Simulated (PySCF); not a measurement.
CsF

| atom | x (Å) | y (Å) | z (Å) |
| --- | --- | --- | --- |
| Cs | 0.0000 | 0.0000 | -0.2913 |
| F | 0.0000 | 0.0000 | 2.0377 |

Level of theory: PySCF 2.14.0, PBE0/x2c-TZVPall, spin-free X2C-1e, Gaussian nucleus, at a bond length of 2.329 Å.

Question: Predict the electron density and electron localisation function between the atoms.

Answer: Cs–F (2.33 Å): ρ at the midpoint is about 0.48 e/Å³, with its minimum of 0.43 e/Å³ about 1.3 Å from Cs; the ELF is about 0.25 at the midpoint (an ionic contact with no shared pair).

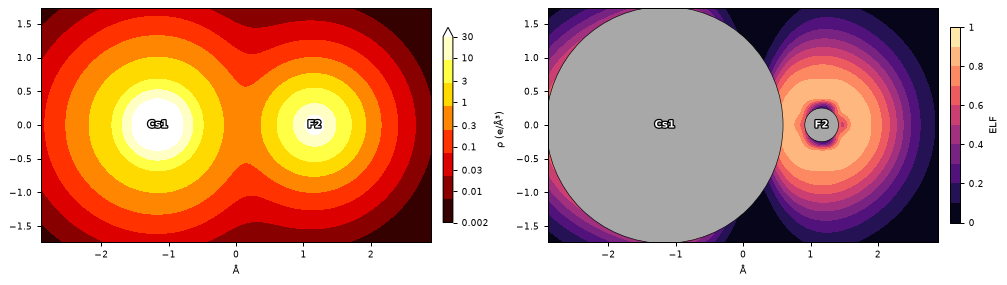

Computed electron density and electron localisation function on a plane that holds the molecular axis, in this order. Grey discs cover the atomic cores in the ELF map. 
